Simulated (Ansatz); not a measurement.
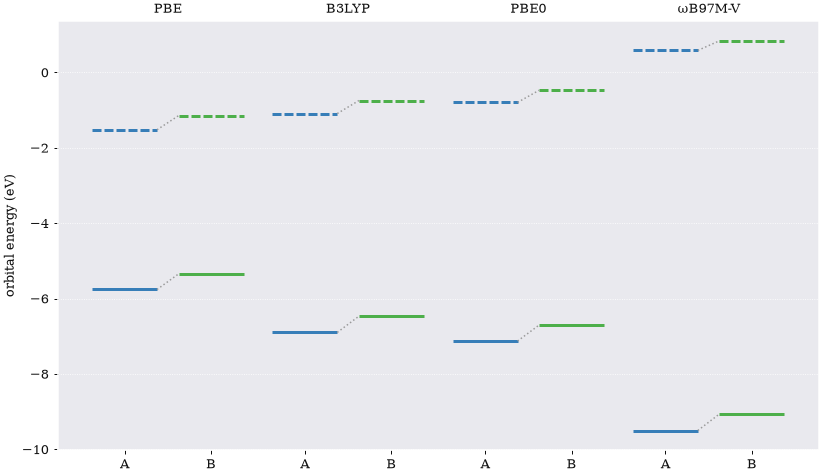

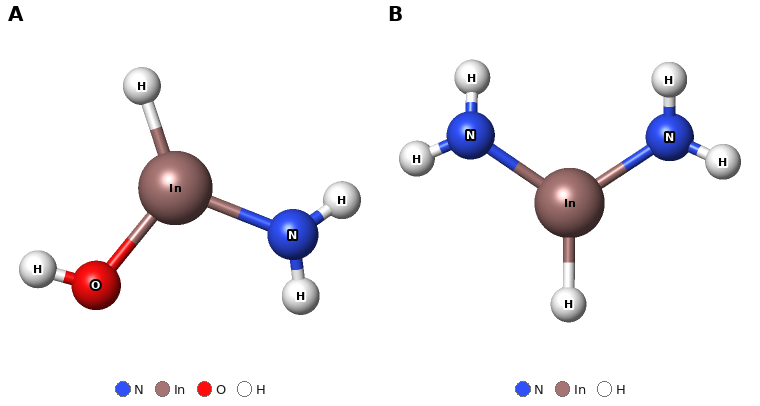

One change: A, InNH₄O (SMILES [NH2][InH][OH]), becomes B, InN₂H₅ (SMILES [NH2][InH][NH2]). OH on In is replaced by NH₂. HOMO (solid) and LUMO (dashed) computed in def2-TZVPP at PBE0-D4/def2-TZVP geometries, both minima by their frequencies, gas phase, the Ansatz code. Empty levels above zero depend strongly on the basis.

### What does the change do to HOMO and LUMO?

PBE: the HOMO rises by 0.41 eV, the LUMO rises by 0.38 eV, and the separation goes from 4.24 to 4.20 eV. B3LYP: the HOMO rises by 0.43 eV, the LUMO rises by 0.35 eV, and the separation goes from 5.81 to 5.72 eV. PBE0: the HOMO rises by 0.43 eV, the LUMO rises by 0.32 eV, and the separation goes from 6.33 to 6.23 eV. ωB97M-V: the HOMO rises by 0.44 eV, the LUMO rises by 0.26 eV, and the separation goes from 10.09 to 9.90 eV.

### Do the functionals agree on the effect?

They agree on the direction for both levels; the HOMO shift lies between 0.41 and 0.44 eV and the LUMO shift between 0.26 and 0.38 eV, while the separations themselves differ by up to 5.8 eV between functionals.

Caveats: core potentials past krypton; spin-orbit coupling is left out, and with In it can shift these values.
